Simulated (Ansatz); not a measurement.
## Electronic structure of CH2ClSi (SMILES [SiH2]=[C]Cl) (doublet) in real space

```yaml
atoms:
  - { symbol: Si, position_ang: [-0.2137, 0.6560, -0.3857] }
  - { symbol: C, position_ang: [0.8322, -0.1160, 0.7190] }
  - { symbol: Cl, position_ang: [2.1296, -0.0143, 1.7498] }
  - { symbol: H, position_ang: [-1.2894, -0.1531, -1.0078] }
  - { symbol: H, position_ang: [-0.1026, 2.0953, -0.7585] }
```

Level of theory: UKS PBE0-D4/cc-pVDZ (Ansatz).

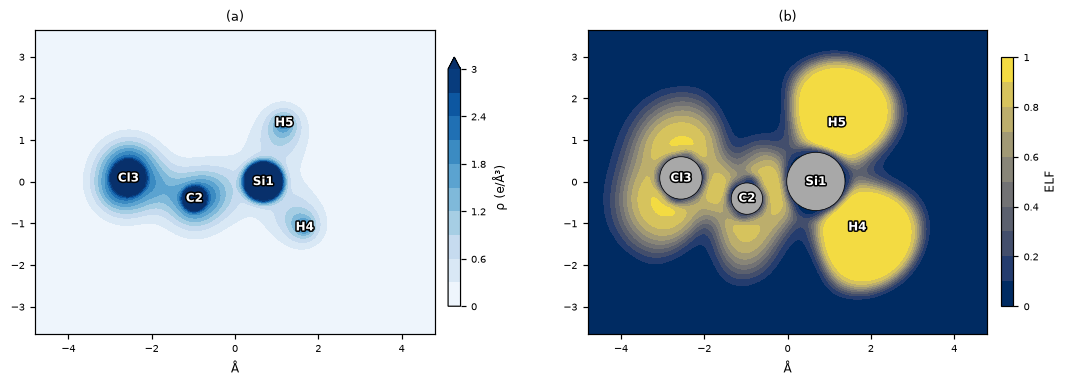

Figure 1. (a) total electron density; (b) electron localisation function on the molecular plane. Grey discs cover the atomic cores in the ELF map.

Q: What does the map show?

A: Atoms in the plane: Si, C, Cl and H. C–Cl (1.66 Å): ρ is about 1.6 e/Å³ halfway; the ELF peaks at about 0.90 between the atoms (a covalent bond). C–Si (1.71 Å): the density is about 1 e/Å³ at the midpoint; the ELF peaks at about 0.90 between the atoms, as expected for localised, covalent bonding. Si–H (1.48 Å): ρ at the midpoint is about 0.75 e/Å³; the ELF climbs to about 1 towards the hydrogen, as it does in any bond to H. The ELF also peaks beside Cl3, away from the bonds: non-bonding electrons, paired or unpaired.

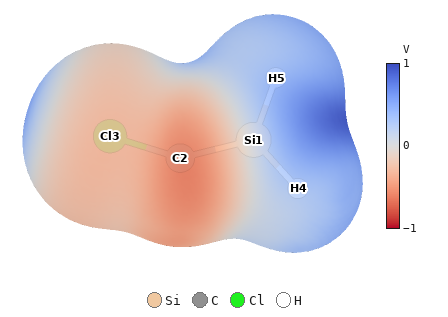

Figure 2. The molecular electrostatic potential painted on the density surface at 0.001 e/bohr³, seen across its widest extent; red is negative and blue positive.

Q: Which sites attract a positive test charge, and which a negative one?

A: A positive charge is drawn to the negative regions and a negative charge to the positive ones. The most negative region (about −0.6 V) lies over C2, the most positive (about +0.9 V) over Si1. Cl3 shows a σ-hole: about +0.5 V at the tip opposite its bond, against about −0.2 V on its flanks.

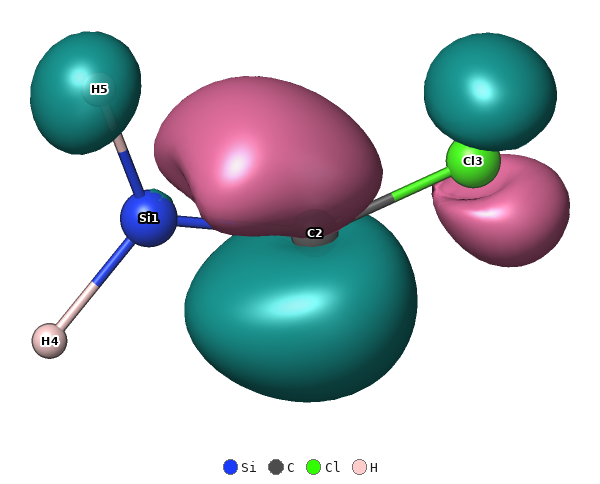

Figure 3. The LUMO (β) at ±0.15 Å⁻³ᐟ² (teal and pink are the two phases), seen at an oblique angle.

Q: Describe this orbital and give its energy.

A: It lies mainly on C2 (about 55 %), Si1 (about 20 %) and Cl3 (about 20 %); it is symmetric in the molecular plane (an in-plane orbital: σ, lone-pair or in-plane π type). Its energy is −2.45 eV.
